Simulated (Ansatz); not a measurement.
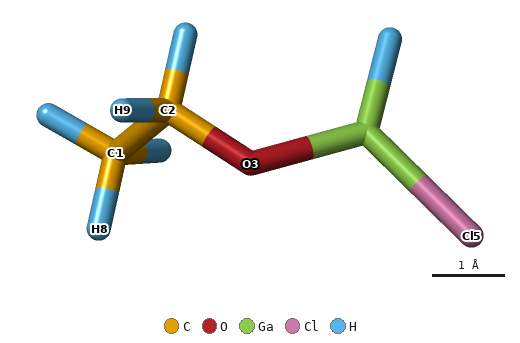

**Figure 1.** The starting structure (stick view, seen at a tilt; atoms are numbered from 1 in the order of the input). Sticks mark near contacts.

**C2H6ClGaO: nudged elastic band**

- system: C2H6ClGaO, SMILES CC[O][GaH][Cl]
- method: RKS r2SCAN/def2-SVP (Ansatz 0.2.0)

It belongs to a series of runs on one base structure; here: band between the two ends. Figures and captions count atoms from 1; the log counts them from 0 in places.

**The input**
```yaml
crystal:
  periodic: [false, false, false]
  atoms:
    - { symbol: C, position_ang: [0.765627, 1.381654, 0.143773] }
    - { symbol: C, position_ang: [0.128809, 0.213139, 0.871889] }
    - { symbol: O, position_ang: [-0.992699, -0.27992, 0.159453] }
    - { symbol: Ga, position_ang: [-0.91539, -1.68799, -0.917294] }
    - { symbol: Cl, position_ang: [-2.75285, -2.037581, -1.952497] }
    - { symbol: H, position_ang: [1.171216, 1.061562, -0.830771] }
    - { symbol: H, position_ang: [1.590385, 1.814248, 0.732831] }
    - { symbol: H, position_ang: [0.017407, 2.167733, -0.041261] }
    - { symbol: H, position_ang: [-0.228067, 0.536884, 1.866972] }
    - { symbol: H, position_ang: [0.886105, -0.579099, 1.049829] }
    - { symbol: H, position_ang: [0.329458, -2.590629, -1.082925] }
basis:
  gaussian: { orbitals: def2-SVP }
hamiltonian:
  xc: r2scan
neb:
  order_check: false
  images: 5
  f_tol: 0.05
  max_iterations: 49
  initial_path: idpp
  final_atoms:
    - { symbol: C, position_ang: [0.64511896, 1.32775066, 0.05974669] }
    - { symbol: C, position_ang: [0.22571314, 0.14444651, 0.91142385] }
    - { symbol: O, position_ang: [-1.0224166, -0.38315179, 0.48848919] }
    - { symbol: Ga, position_ang: [-1.22633931, -1.54137832, -0.83518697] }
    - { symbol: Cl, position_ang: [0.6152925, -2.24251035, -1.70853379] }
    - { symbol: H, position_ang: [0.82523749, 1.01099748, -0.98107141] }
    - { symbol: H, position_ang: [1.57578095, 1.77747298, 0.44158441] }
    - { symbol: H, position_ang: [-0.13982774, 2.10007998, 0.05872774] }
    - { symbol: H, position_ang: [0.10264536, 0.45565183, 1.96444045] }
    - { symbol: H, position_ang: [1.01504055, -0.6318998, 0.88895375] }
    - { symbol: H, position_ang: [-2.61624429, -2.01745819, -1.28857489] }
```

Machine: 2 threads of Arm Neoverse N1, 24 GiB of memory available, shared host.

Command:
```bash
ansatz run input.yaml --threads 2 --pin off --max-ram 3072MiB --backend cpu --events-out ev --progress --plain --runs-dir out
```

**What the program printed**
```
Engine: ansatz 0.2.0, aarch64-unknown-linux-gnu
Functional definition: r2SCAN
  parameter k0 = 0.174
  parameter k1 = 0.065
  parameter a1 = 4.9479
  exchange = r2scan_x(k0 = k0, k1 = k1, a1 = a1)
  correlation = r2scan_c
1357 factors; their error is unknown
mean field evaluation 1: about -69095.6770 eV, gradient 6.4e1 eV
mean field evaluation 2: about -69037.8376 eV, gradient 1.6e2 eV
mean field evaluation 4: about -69104.3219 eV, gradient 9.7e0 eV
mean field evaluation 8: about -69104.5124 eV, gradient 2.8e-1 eV
mean field evaluation 16: about -69104.4456 eV, gradient 1.6e-4 eV
mean field -69104.44559383 eV, -2539.5415348976 hartree, gradient 4.7e-5 eV, S^2 0.000000; 0 other end points of the search recorded, 0 dependent functions left out
the calculation of the forces begins
reference -69104.44560601 eV, -2539.5415353454 hartree; 37, 37 occupied and 85, 85 virtual orbitals, 1357 factors
1357 factors; their error is unknown
mean field evaluation 32: about -69104.5362 eV, gradient 7.5e-4 eV
mean field -69104.53622751 eV, -2539.5448656239 hartree, gradient 2.4e-5 eV, S^2 0.000000; 0 other end points of the search recorded, 0 dependent functions left out
[... from here on the field's lines of each further geometry are left out, up to the last ...]
NEB iter   1: max|band force component| = 5.051e-1 eV/Å  barrier→ = 0.2111 eV  barrier← = 0.3017 eV  Δτ_max = 0.1028 Å  (206 SCF iters)
NEB iter   2: max|band force component| = 2.133e-1 eV/Å  barrier→ = 0.1841 eV  barrier← = 0.2747 eV  CI = image 3  Δτ_max = 0.1584 Å  (156 SCF iters)
NEB iter   3: max|band force component| = 1.810e-1 eV/Å  barrier→ = 0.1786 eV  barrier← = 0.2692 eV  CI = image 3  Δτ_max = 0.2000 Å  (155 SCF iters)
NEB iter   4: max|band force component| = 2.987e-1 eV/Å  barrier→ = 0.1723 eV  barrier← = 0.2629 eV  CI = image 3  Δτ_max = 0.1000 Å  (163 SCF iters)
NEB iter   5: max|band force component| = 2.193e-1 eV/Å  barrier→ = 0.1674 eV  barrier← = 0.2580 eV  CI = image 3  Δτ_max = 0.0997 Å  (156 SCF iters)
NEB iter   6: max|band force component| = 1.775e-1 eV/Å  barrier→ = 0.1644 eV  barrier← = 0.2551 eV  CI = image 3  Δτ_max = 0.1001 Å  (153 SCF iters)
NEB iter   7: max|band force component| = 7.089e-2 eV/Å  barrier→ = 0.1602 eV  barrier← = 0.2508 eV  CI = image 3  Δτ_max = 0.1996 Å  (153 SCF iters)
NEB iter   8: max|band force component| = 1.201e-1 eV/Å  barrier→ = 0.1572 eV  barrier← = 0.2478 eV  CI = image 3  Δτ_max = 0.1001 Å  (155 SCF iters)
NEB iter   9: max|band force component| = 1.467e-1 eV/Å  barrier→ = 0.1550 eV  barrier← = 0.2456 eV  CI = image 3  Δτ_max = 0.0499 Å  (158 SCF iters)
NEB iter  10: max|band force component| = 1.065e-1 eV/Å  barrier→ = 0.1537 eV  barrier← = 0.2443 eV  CI = image 3  Δτ_max = 0.0501 Å  (155 SCF iters)
NEB iter  11: max|band force component| = 6.504e-2 eV/Å  barrier→ = 0.1523 eV  barrier← = 0.2429 eV  CI = image 3  Δτ_max = 0.0501 Å  (156 SCF iters)
NEB iter  12: max|band force component| = 3.610e-2 eV/Å  barrier→ = 0.1511 eV  barrier← = 0.2417 eV  CI = image 3  Δτ_max = 0.0501 Å  (155 SCF iters)
NEB iter  13: max|band force component| = 8.177e-2 eV/Å  barrier→ = 0.1500 eV  barrier← = 0.2406 eV  CI = image 3  Δτ_max = 0.1005 Å  (31 SCF iters)
NEB iter  14: max|band force component| = 3.822e-1 eV/Å  barrier→ = 0.1488 eV  barrier← = 0.2394 eV  CI = image 3  Δτ_max = 0.0502 Å  (153 SCF iters)
NEB iter  15: max|band force component| = 1.562e-1 eV/Å  barrier→ = 0.1481 eV  barrier← = 0.2387 eV  CI = image 3  Δτ_max = 0.0657 Å  (156 SCF iters)
NEB iter  16: max|band force component| = 5.770e-2 eV/Å  barrier→ = 0.1479 eV  barrier← = 0.2385 eV  CI = image 3  Δτ_max = 0.0676 Å  (155 SCF iters)
the calculation of the forces begins
reference -69104.46685484 eV, -2539.5423162256 hartree; 37, 37 occupied and 85, 85 virtual orbitals, 1357 factors
1357 factors; their error is unknown
mean field evaluation 768: about -69104.2986 eV, gradient 2.6e-5 eV
mean field -69104.29858679 eV, -2539.5361324884 hartree, gradient 1.6e-5 eV, S^2 0.000000; 1 other end points of the search recorded, 0 dependent functions left out
the calculation of the forces begins
reference -69104.29859900 eV, -2539.5361329374 hartree; 37, 37 occupied and 85, 85 virtual orbitals, 1357 factors
NEB iter  17: max|band force component| = 4.600e-2 eV/Å  barrier→ = 0.1470 eV  barrier← = 0.2376 eV  CI = image 3  Δτ_max = 0.0000 Å  (310 SCF iters)
```

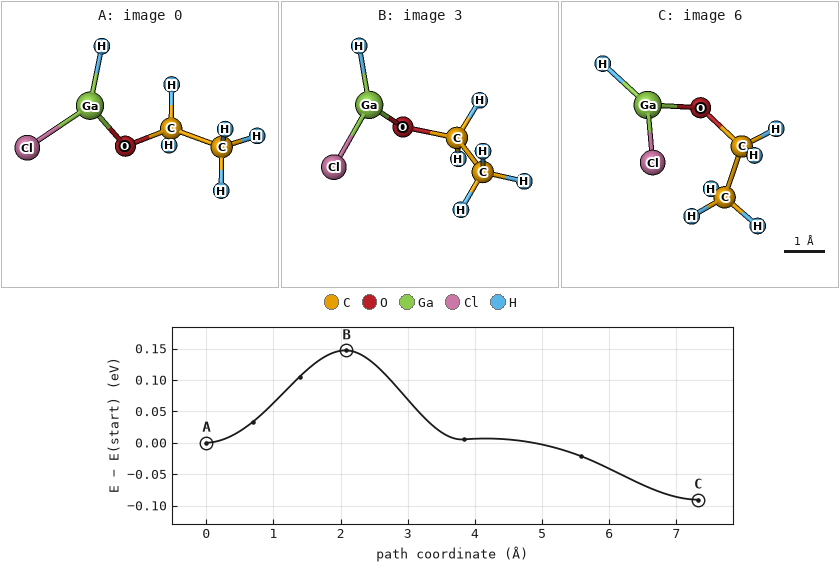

**Figure 2.** Images of the last band (counted from 0; ball-and-stick, seen at a tilt) above the energy along the path; the line is a cubic interpolation that uses the forces. The highest image is number 3, 0.147 eV above the start and 0.238 eV above the end (the climbing image); the end lies 0.091 eV below the start. The path is 7.32 Å long. The band converged in 17 iterations.

```
Total energy: -69104.29859900 eV, -2539.5361329374 hartree
Atom 0 at     0.463129     1.295996    -0.007352 Å, force     0.013506     0.004194     0.007538 eV/Å
Atom 1 at     0.183488     0.263566     1.069997 Å, force    -0.019277    -0.002230    -0.013322 eV/Å
Atom 2 at    -0.644679    -0.781891     0.620275 Å, force    -0.014817    -0.025578     0.009572 eV/Å
Atom 3 at    -0.624390    -1.793344    -0.833058 Å, force     0.042301     0.029641    -0.008477 eV/Å
Atom 4 at    -1.921976    -1.129201    -2.414615 Å, force    -0.007244    -0.001649     0.007747 eV/Å
Atom 5 at     1.013189     0.842862    -0.852331 Å, force     0.001281    -0.001022     0.001533 eV/Å
Atom 6 at     1.077849     2.122812     0.383691 Å, force     0.001256     0.002425    -0.006279 eV/Å
Atom 7 at    -0.476315     1.714419    -0.401099 Å, force    -0.002784    -0.004396     0.004477 eV/Å
Atom 8 at    -0.331783     0.743850     1.922004 Å, force     0.001160     0.005268    -0.000723 eV/Å
Atom 9 at     1.139163    -0.138195     1.465952 Å, force     0.000973     0.003543    -0.005730 eV/Å
Atom 10 at     0.122327    -3.140874    -0.953465 Å, force    -0.016355    -0.010196     0.003664 eV/Å
Dipole moment:     0.411428     0.015392     0.176631 e Å
this run last wrote the band of iteration 17 to [file]; this run last wrote the band within `neb.f_tol` of iteration 12 to [file]
```

**The last band as extended XYZ (Å, eV, eV/Å)**
```
11
Properties=species:S:1:pos:R:3:forces:R:3 image=0 energy=-69104.44559
C     0.7656    1.3817    0.1438    0.0000   0.0023  -0.0038
C     0.1288    0.2131    0.8719   -0.0103  -0.0043   0.0051
O    -0.9927   -0.2799    0.1595    0.0013   0.0016  -0.0046
Ga   -0.9154   -1.6880   -0.9173    0.0041   0.0054   0.0045
Cl   -2.7529   -2.0376   -1.9525   -0.0021  -0.0013   0.0004
H     1.1712    1.0616   -0.8308    0.0006   0.0073   0.0022
H     1.5904    1.8142    0.7328   -0.0027  -0.0030  -0.0018
H     0.0174    2.1677   -0.0413    0.0042  -0.0008  -0.0004
H    -0.2281    0.5369    1.8670    0.0031   0.0001   0.0008
H     0.8861   -0.5791    1.0498    0.0010  -0.0024  -0.0021
H     0.3295   -2.5906   -1.0829    0.0009  -0.0049  -0.0002
11
Properties=species:S:1:pos:R:3:forces:R:3 image=1 energy=-69104.41208
C     0.6538    1.3500    0.1028    0.0105  -0.0062  -0.0041
C     0.1456    0.2080    0.9648    0.0104   0.0063   0.0136
O    -0.9411   -0.4404    0.3351   -0.0400   0.0037  -0.0280
Ga   -0.8067   -1.7102   -0.8963    0.0255   0.0464  -0.0363
Cl   -2.4951   -1.7168   -2.2118   -0.0318  -0.0616   0.0229
H     1.0825    0.9657   -0.8394    0.0061   0.0111   0.0050
H     1.4315    1.9369    0.6167    0.0152  -0.0113   0.0162
H    -0.1800    2.0208   -0.1560    0.0158   0.0151   0.0113
H    -0.2200    0.5987    1.9320   -0.0034  -0.0061  -0.0026
H     0.9733   -0.4944    1.1995   -0.0146  -0.0084  -0.0156
H     0.3563   -2.7183   -1.0475    0.0065   0.0109   0.0177
11
Properties=species:S:1:pos:R:3:forces:R:3 image=2 energy=-69104.34025
C     0.5486    1.3249    0.0553    0.0203   0.0069   0.0081
C     0.1664    0.2239    1.0292   -0.0125   0.0090  -0.0062
O    -0.8347   -0.6047    0.4806   -0.0263   0.0112  -0.0192
Ga   -0.6981   -1.7405   -0.8755   -0.0044   0.0105  -0.0007
Cl   -2.2073   -1.4021   -2.3618   -0.0369  -0.0561   0.0024
H     1.0296    0.9003   -0.8446    0.0059   0.0079   0.0030
H     1.2495    2.0467    0.5039    0.0231  -0.0069   0.0116
H    -0.3536    1.8661   -0.2699    0.0157   0.0183   0.0148
H    -0.2490    0.6667    1.9528    0.0019  -0.0051  -0.0032
H     1.0668   -0.3515    1.3319   -0.0209  -0.0229  -0.0179
H     0.2818   -2.9298   -1.0018    0.0341   0.0272   0.0074
11
Properties=species:S:1:pos:R:3:forces:R:3 image=3 energy=-69104.29859
C     0.4631    1.2960   -0.0074    0.0135   0.0042   0.0075
C     0.1835    0.2636    1.0700   -0.0193  -0.0022  -0.0133
O    -0.6447   -0.7819    0.6203   -0.0148  -0.0256   0.0096
Ga   -0.6244   -1.7933   -0.8331    0.0423   0.0296  -0.0085
Cl   -1.9220   -1.1292   -2.4146   -0.0072  -0.0016   0.0077
H     1.0132    0.8429   -0.8523    0.0013  -0.0010   0.0015
H     1.0778    2.1228    0.3837    0.0013   0.0024  -0.0063
H    -0.4763    1.7144   -0.4011   -0.0028  -0.0044   0.0045
H    -0.3318    0.7439    1.9220    0.0012   0.0053  -0.0007
H     1.1392   -0.1382    1.4660    0.0010   0.0035  -0.0057
H     0.1223   -3.1409   -0.9535   -0.0164  -0.0102   0.0037
11
Properties=species:S:1:pos:R:3:forces:R:3 image=4 energy=-69104.44025
C     0.3198    1.2905   -0.0917   -0.0022   0.0197  -0.0057
C     0.3727    0.2791    1.0362   -0.0080  -0.0248   0.0072
O     0.0322   -1.0450    0.6833    0.0008   0.0021  -0.0110
Ga   -0.6660   -1.8707   -0.7102    0.0047   0.0060   0.0249
Cl   -1.2096   -0.7853   -2.4922   -0.0091  -0.0078  -0.0103
H     0.9965    1.0096   -0.9148    0.0011  -0.0026   0.0009
H     0.6288    2.2811    0.2792    0.0038  -0.0001  -0.0009
H    -0.6953    1.3836   -0.5079    0.0078  -0.0013   0.0032
H    -0.3005    0.5983    1.8552   -0.0004   0.0027  -0.0003
H     1.3928    0.2515    1.4645   -0.0024   0.0018  -0.0001
H    -0.8713   -3.3928   -0.6015    0.0039   0.0041  -0.0079
11
Properties=species:S:1:pos:R:3:forces:R:3 image=5 energy=-69104.46684
C     0.0884    1.3659   -0.0521   -0.0060   0.0022   0.0027
C     0.3991    0.2978    0.9801    0.0036   0.0014  -0.0023
O    -0.2554   -0.9362    0.7603   -0.0100   0.0001   0.0018
Ga   -0.5736   -1.9247   -0.6672    0.0012  -0.0008  -0.0005
Cl    0.0387   -1.2475   -2.6220    0.0287  -0.0080  -0.0020
H     0.4682    1.0892   -1.0472   -0.0133   0.0020  -0.0035
H     0.5525    2.3224    0.2377   -0.0002   0.0007  -0.0004
H    -0.9994    1.5262   -0.1294   -0.0065   0.0041   0.0111
H     0.0827    0.6441    1.9812    0.0114  -0.0007   0.0035
H     1.4931    0.1338    1.0351    0.0034  -0.0045  -0.0119
H    -1.2943   -3.2711   -0.4765   -0.0122   0.0033   0.0015
11
Properties=species:S:1:pos:R:3:forces:R:3 image=6 energy=-69104.53623
C     0.4957    1.3901    0.0684    0.0000   0.0024   0.0015
C     0.1198    0.1938    0.9223    0.0016  -0.0019  -0.0028
O    -1.0201   -0.4756    0.4050    0.0005   0.0008  -0.0020
Ga   -0.9735   -1.6866   -0.8860   -0.0013  -0.0072   0.0033
Cl    1.0069   -2.2125   -1.5549    0.0010   0.0022   0.0000
H     0.8080    1.0645   -0.9379    0.0003  -0.0004   0.0000
H     1.3334    1.9471    0.5180    0.0003   0.0008  -0.0001
H    -0.3609    2.0741   -0.0363   -0.0007   0.0005   0.0002
H    -0.1367    0.5203    1.9462   -0.0008   0.0003  -0.0008
H     0.9835   -0.4944    1.0041    0.0008  -0.0006   0.0016
H    -2.2561   -2.3208   -1.4489   -0.0016   0.0031  -0.0009
```

**Summary**

| quantity | value |
| --- | --- |
| outcome | converged |
| barrier, forward | 0.147 eV |
| barrier, backward | 0.238 eV |
| wall time | 13 min (CPU time 25 min) |
| peak memory | 0.21 GiB |

The order of the saddle point was not checked.
